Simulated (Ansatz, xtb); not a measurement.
## H3PO (SMILES O=[PH3]): methods side by side

H3PO has 5 atoms, charge 0, and is taken as a singlet. SMILES: `O=[PH3]`. The coordinates come from a GFN2-xTB relaxation.

Each level gives the electronic atomisation energy (eV). The values are calculated. Electronic energies at fixed atoms, without zero-point motion or spin-orbit coupling.

```csv
level,kind,program,value (eV),less FCI/STO-3G,CPU time (all runs)
GFN0-xTB,semi-empirical,xtb,21.34,+11.15,under 2 s
HF/STO-3G,Hartree–Fock,Ansatz,7.04,-3.15,0.18 s
PBE/STO-3G,GGA,Ansatz,14.81,+4.62,1.8 s
r2SCAN0/STO-3G,hybrid meta-GGA,Ansatz,13.20,+3.01,4.2 s
wB97X/STO-3G,range-separated hybrid,Ansatz,13.47,+3.28,6.8 s
B2PLYP/STO-3G,double hybrid,Ansatz,12.45,+2.26,1.8 s
RPA@PBE/STO-3G,RPA,Ansatz,10.26,+0.07,2.3 s
MP2/STO-3G,perturbation theory,Ansatz,9.40,-0.79,0.17 s
CCSDT(Q)/STO-3G,coupled cluster or CI,Ansatz,10.20,+0.01,0.63 s
FCI/STO-3G,exact in the basis,Ansatz,10.19,0.00,0.74 s
```

FCI/STO-3G is exact within its basis and frozen core, so for wave-function methods in that basis the difference is their error; functionals converge differently with the basis, so for them it is only a difference. The values span 7.04 to 21.34 eV. GFN0-xTB: no spin polarisation, so open shells miss the exchange term that lowers them. All rows use very small basis sets, so none should be taken for the real molecule's value. In so small a basis fixed costs decide the times, and correlated methods can beat functionals. Times are those of the runs behind each value, whatever else they computed, on shared processors of several kinds: orders of magnitude only.

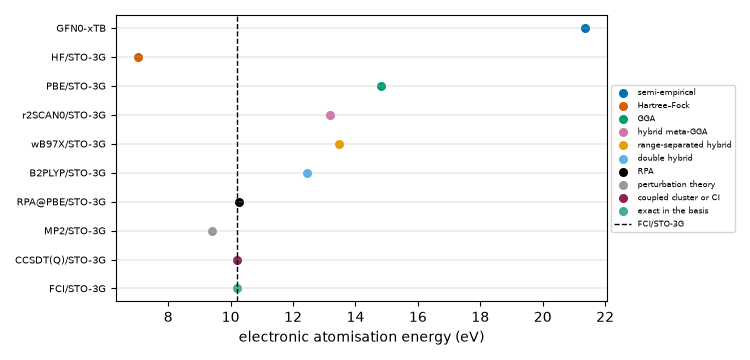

The values of the table, level by level.
